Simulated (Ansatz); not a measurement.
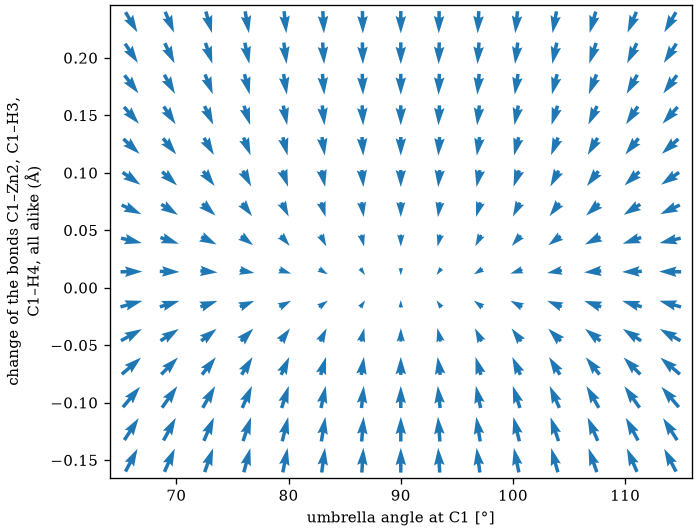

CH3Zn, SMILES [CH2][ZnH], spin multiplicity 2. First axis: umbrella angle at C1 (between each of its bonds and their common axis; 90 is planar). Second axis: change of the bonds C1–Zn2, C1–H3, C1–H4, all alike. Nothing is relaxed (all other coordinates rigid). The grid has 15 × 15 points; 120 points were computed and 105 follow by symmetry. Points are written as (first, second). Computed with Ansatz, UKS PBE0-D4/def2-TZVP.

Drawn: arrows along the force (downhill), their lengths compressed.

Question: The arrows alone are given. Where is the energy lowest?

Answer: The arrows converge at about (90°, 0.000 Å) (read from the interpolated surface).

The energy map of the same scan:

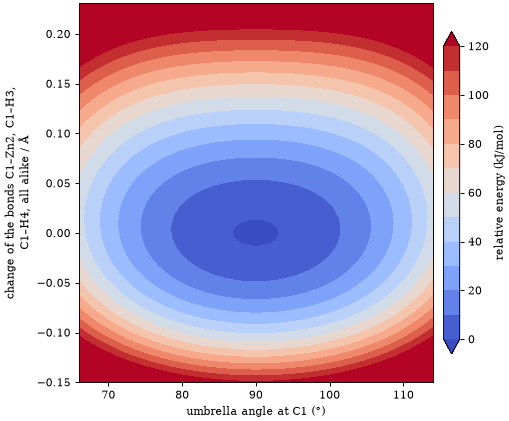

Energies are in kJ/mol, from the lowest grid point; between grid points the surface is interpolated.
